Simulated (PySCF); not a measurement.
**C2H3F3: excited-state calculation**

The run: excited-state calculation of C2H3F3, SMILES FCC(F)F. Method and program: TDDFT (BP86)/def2-SVP, RKS (PySCF 2.14.0).

The geometry comes from this level: PBE0-D4/def2-TZVP.

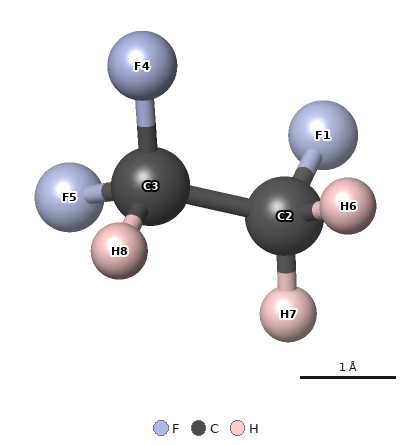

Figure 1. The structure as given in the input (ball-and-stick view, seen at a tilt; atoms are numbered from 1 in the order of the input). Bond lengths as drawn: C–C 1.51 Å, C–F 1.35 to 1.37 Å and C–H 1.09 to 1.10 Å.

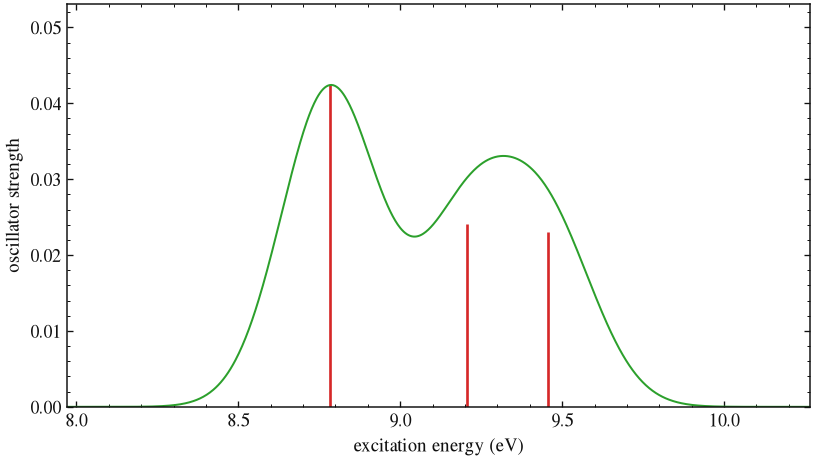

Figure 2. Computed excitations as sticks (degenerate states added up, dark ones marked on the axis), with a Gaussian envelope of 0.35 eV full width at half maximum, scaled to the tallest. Of the 3 states the lowest lies at 8.78 eV (f = 0.042); the strongest line is at 8.78 eV, or 141 nm (f = 0.042).

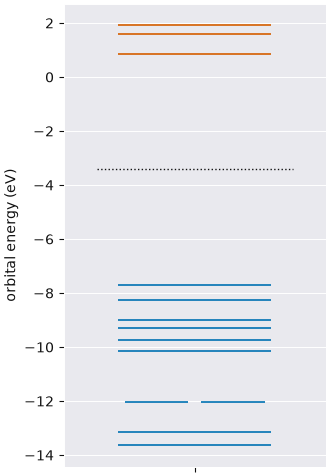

Figure 3. Orbital energies near the frontier; the dotted line parts filled from empty levels, and levels within 0.02 eV of each other stand side by side. Highest filled −7.69 eV, lowest empty 0.85 eV, 8.54 eV apart.

These pictures come from the run below.

## The input (input.py)
```python
from pyscf import gto, dft, tdscf

mol = gto.Mole()
mol.atom = '''
F       -0.985900       1.458500       0.050800
C        0.087900       0.678700       0.379800
C       -0.007400      -0.670200      -0.285700
F       -1.136200      -1.311100       0.094600
F       -0.044700      -0.536600      -1.631300
H        0.112100       0.539700       1.464900
H        1.006200       1.174300       0.050700
H        0.852800      -1.298700      -0.023800
'''
mol.max_memory = 1860
mol.basis = 'def2-svp'
mol.verbose = 3
mol.build()

mf = dft.RKS(mol)
mf.xc = 'bp86'
mf.grids.level = 4
mf.conv_tol = 1e-08
mf.kernel()

e_final = mf.e_tot
print('E = %.10f Eh' % e_final)

td = mf.TDDFT()
td.nstates = 3
td.kernel()
td.analyze()
roots = td.e * 27.211386
osc = td.oscillator_strength()
print('state   eV      nm      f')
for i, (w, f) in enumerate(zip(roots, osc), 1):
    print('%3d %9.4f %8.1f %9.5f' % (i, w, 1239.842 / w, f))
```

Run as:
```bash
OMP_NUM_THREADS=1 python input.py
```

## Output
```
converged SCF energy = -377.234597984187
E = -377.2345979842 Eh
Excitation energies (eV)
[8.78230781 9.20756008 9.45483126]

** Singlet excitation energies and oscillator strengths **
state   eV      nm      f
  1    8.7823    141.2   0.04241
  2    9.2076    134.7   0.02408
  3    9.4548    131.1   0.02299
```

## Results in brief

- outcome: converged
- total energy: −377.234598 hartree
- basis functions: 85
- HOMO: −7.69 eV
- LUMO: 0.85 eV
- dipole moment: 2.74 D
- lowest excitation: 8.78 eV
- hardware: 1 thread of AMD EPYC (Zen 5), 16 GiB of memory available, shared host
- wall time: 20 s
- peak memory: 0.6 GiB
